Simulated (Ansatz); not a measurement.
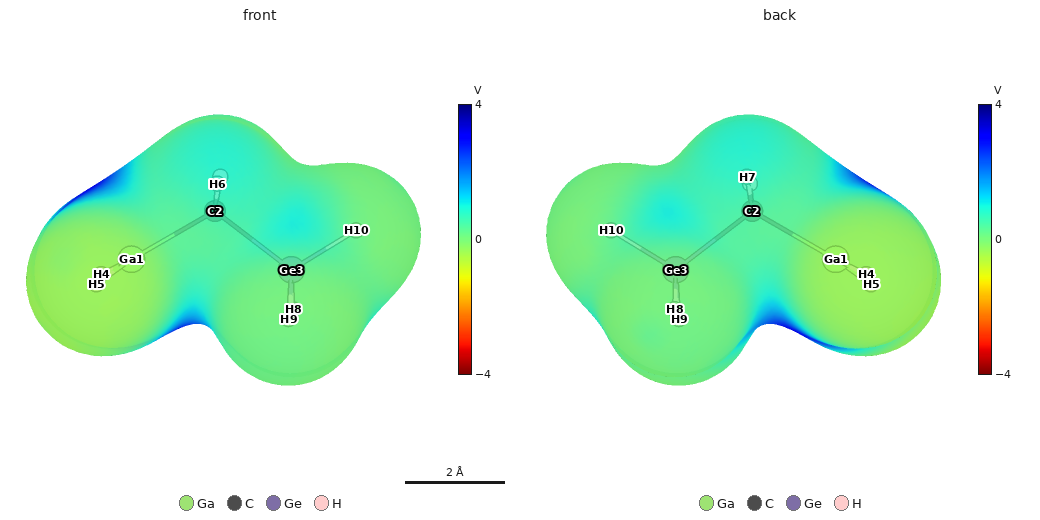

CH₇GaGe (SMILES [GaH2][CH2][GeH3]). The electrostatic potential painted on the density surface at 0.002 e/bohr³, seen from the front and from behind; the colour scale runs from red (negative) to blue (positive).

Geometry: PBE0-D4/def2-TZVP.

All numbers below come from RKS PBE0-D4/def2-TZVPP (Ansatz 0.2.0).

Input

```
crystal:
  periodic: [false, false, false]
  atoms:
    - {symbol: Ga, position_ang: [-1.378786, 0.586299, -1.044345]}
    - {symbol: C, position_ang: [0.506083, 0.406007, -0.529100]}
    - {symbol: Ge, position_ang: [0.737450, -0.674312, 1.088239]}
    - {symbol: H, position_ang: [-2.034031, -0.478721, -1.995507]}
    - {symbol: H, position_ang: [-2.234676, 1.773380, -0.472616]}
    - {symbol: H, position_ang: [0.944255, 1.386334, -0.326672]}
    - {symbol: H, position_ang: [1.077252, -0.079250, -1.324139]}
    - {symbol: H, position_ang: [0.173104, -2.091313, 0.869538]}
    - {symbol: H, position_ang: [-0.016677, -0.035329, 2.270231]}
    - {symbol: H, position_ang: [2.226025, -0.793084, 1.464391]}
basis:
  gaussian: {orbitals: def2-TZVPP}
hamiltonian: {xc: pbe0, dispersion: d4}
output: {orbitals: {seedname: orbitals}}
```

Launched as:

```sh
ansatz run in.yaml --threads 4 --pin off --events-out ev --progress --plain --max-ram 10444MiB
```

### Where is the surface potential most negative and most positive?

The most negative region (about −0.4 V, or −9 kcal/mol for a unit charge) lies over H4 and H5, the most positive (about +2.9 V, or +67 kcal/mol for a unit charge) over Ga1.
